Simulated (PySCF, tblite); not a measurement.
# C₂H₈O₃Si₂: geometry, infrared bands and NMR shifts

Aim: predict the infrared bands and NMR shifts of C₂H₈O₃Si₂ (`O=C(O)[SiH2]OC[SiH3]`).

Computed with tblite 0.8.0 and PySCF 2.14.0, with density-fitted response routines of our own, on a single molecule in the gas phase. Atoms are numbered from 0 throughout.

**1. The starting structure**

15 atoms, charge 0, multiplicity 1; geometry from: force field or distance geometry start.

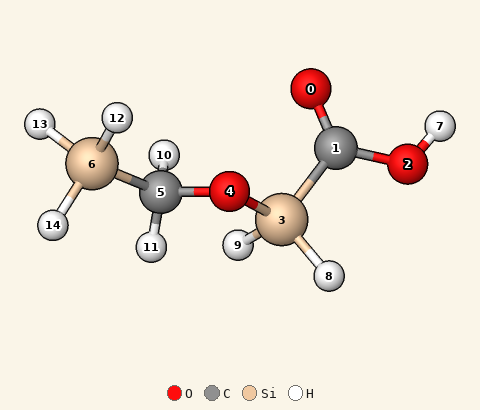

As it starts; oxygen red, carbon grey, silicon light orange, hydrogen white, atoms numbered.

**2. Geometry optimisation with GFN2-xTB**

What the job is given:

```
{"job": {"kind": "relax", "xc": "GFN2-xTB", "basis": "xTB"}, "charge": 0, "multiplicity": 1}
O      1.849700     2.026200    -0.403500
C      2.319400     0.900300    -0.151500
O      3.682500     0.712900     0.174000
Si     1.269500    -0.617400    -0.163000
O     -0.231600    -0.397200     0.675700
C     -1.180900    -0.367200    -0.376500
Si    -2.904100    -0.127500     0.187800
H      4.307800     1.526200     0.196700
H      2.029400    -1.711600     0.468000
H      1.024300    -0.927300    -1.552700
H     -0.859300     0.487300    -1.012200
H     -1.080600    -1.339800    -0.897300
H     -3.024600     0.542800     1.492300
H     -3.561400     0.714600    -0.841500
H     -3.644600    -1.414300     0.170400
```

Launch:

```console
$ OMP_NUM_THREADS=1 python probes_run.py task.json out
```

The driver reads the jobs from task.json and runs them one after another.

**Question.** This job is followed by: GFN2-xTB harmonic vibrations, gas phase; GIAO PBE0/pcSseg-1 NMR shielding, non-relativistic, gas phase. Predict these results of the whole session: strongest single infrared mode (GFN2-xTB); zero-point energy (GFN2-xTB); 13C shifts against TMS (PBE0/pcSseg-1); 1H shifts against TMS (PBE0/pcSseg-1, means over atoms taken as alike); 17O shifts against H2O (PBE0/pcSseg-1); 29Si shifts against TMS (PBE0/pcSseg-1).

As calculated:

| quantity | value |
| --- | --- |
| strongest single infrared mode (GFN2-xTB) | 1120 cm⁻¹, 374 km/mol |
| zero-point energy (GFN2-xTB) | 59.2 kcal/mol |
| 13C shifts against TMS (PBE0/pcSseg-1) | 188.2, 53.4 ppm |
| 1H shifts against TMS (PBE0/pcSseg-1, means over atoms taken as alike) | 6.72, 5.00, 4.52, 3.96 ppm |
| 17O shifts against H2O (PBE0/pcSseg-1) | 508.7, 236.3, -4.7 ppm |
| 29Si shifts against TMS (PBE0/pcSseg-1) | -51.2, -72.0 ppm |

In words: The optimisation took 108 steps and gained 1.265 eV; among the close pairs (by a distance rule), Si3–O4 changed most, from 1.734 to 1.609 Å. All 39 modes are real, so the xTB geometry is a minimum. The strongest single mode, at 1120 cm⁻¹, is spread over several atoms, O2, H7, C1 among them. GFN2-xTB is a fitted tight-binding method: band positions and strengths are rough. Its intensities can rank the bands wrongly. At PBE0/pcSseg-1: The widest tensor belongs to O0: span 734 ppm, with a paramagnetic part of -577 ppm.
